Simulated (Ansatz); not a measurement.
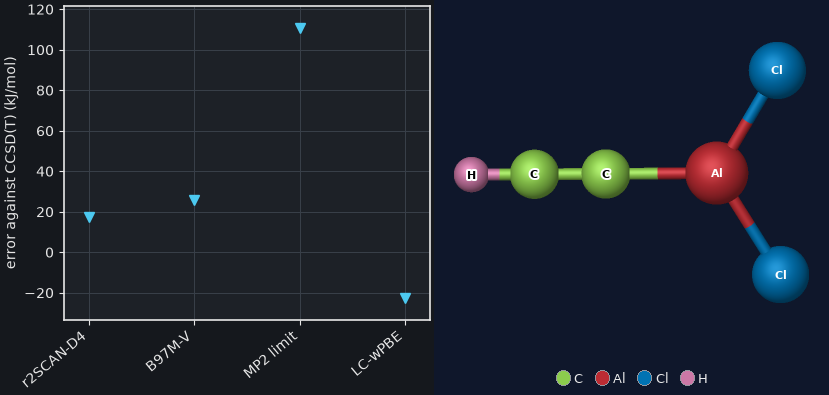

Error in the electronic atomisation energy (method less reference, so positive means overbinding) of C₂HAlCl₂, SMILES C#[C][Al]([Cl])[Cl], singlet: functionals in def2-TZVPP against frozen-core CCSD(T) at the limit (MP2 extrapolated from triple and quadruple zeta, plus CCSD(T) less MP2 in a smaller set), which gives 2448.3 kJ/mol, at a PBE0-D4/def2-TZVP geometry (a minimum by its frequencies), no zero-point or spin-orbit term, the Ansatz code 0.2.0. The reference leaves out core correlation, a term that grows with the number of heavy atoms. No dispersion term is added to LC-wPBE. Limit means the basis limit.

Which of these levels overbind, and which underbind?

Answer. Overbind: B97M-V and MP2 limit. Underbind: none clearly. Within 25 kJ/mol of zero, too close to call in view of what the reference leaves out: r2SCAN-D4 and LC-wPBE.

What range do the values span?

Answer. From −22.6 kJ/mol (LC-wPBE) to 110.9 kJ/mol (MP2 limit).
